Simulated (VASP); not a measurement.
Band structure of Ir$_{2}$Pt (space group I4/mmm). Calculation: PBE GGA, VASP's PBE PAW potentials (set 64) (plane waves; VASP).

Unless said otherwise, spin-orbit coupling is left out, though it shifts the bands of the heavy elements here.

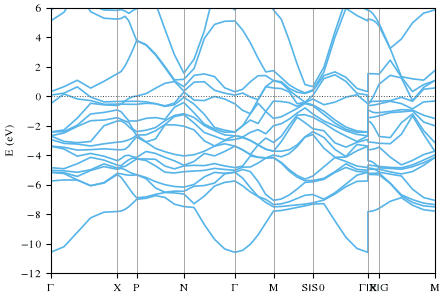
*Bands along high-symmetry lines, zero at the valence-band maximum or, without a gap, the Fermi level*

Problem. Read the plot: is there a gap, and where are the band edges?

Solution. It has no gap at this level: it comes out as a metal or semimetal.

The structure was generated: Ir2Pt was put into an ordered model structure, which need not be its known phase. The cell was not relaxed at this level. The k-mesh is coarse (spacing up to 0.30 per Å, 2π included), so the numbers may not be converged in it.
